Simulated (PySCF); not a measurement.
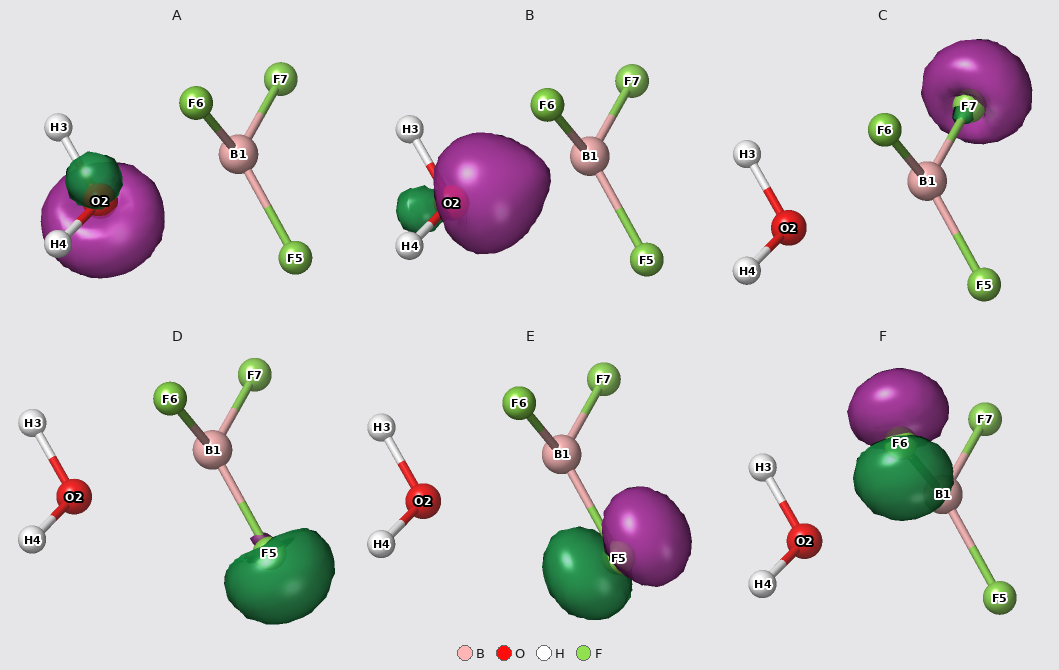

Figure. B(H2O)F3 (BF₃H₂O). Pipek–Mezey orbitals, occupied; each surface holds about 70 % of the orbital's density. Energies are diagonal elements of the Fock matrix.

PySCF calculation, PBE0/6-31+G*, gas phase; geometry: GFN2-xTB. No frequency check shows the geometry to be a minimum.

Cartesian coordinates (Å):

```
B1      -0.2747   -0.0025    0.0189
O2       1.4795    0.0201   -0.3445
H3       1.8304   -0.7789    0.0719
H4       1.8210    0.8038    0.1077
F5      -0.7148    1.0518   -0.6570
F6      -0.2306    0.1371    1.3534
F7      -0.6228   -1.2082   -0.4207
```

Identify each orbital.

Answer. By panel:
- A: lone pair on O2 (sp3.3-type) (O2 99 %; −14.3 eV)
- B: pair mostly on O2, shared in part with B1 (O2 86 %, B1 14 %; −16.9 eV)
- C: lone pair on F7 (sp0.9-type) (F7 100 %; −21.2 eV)
- D: lone pair on F5 (sp0.9-type) (F5 100 %; −21.1 eV)
- E: lone pair on F5 (p-type) (F5 94 %, B1 5 %; −12.3 eV)
- F: lone pair on F6 (p-type) (F6 96 %, B1 3 %; −12.2 eV)

How do all the valence pairs divide up?

Answer. 16 pairs: 10 lone pairs, 5 σ bonds and 1 strongly polarised pair.
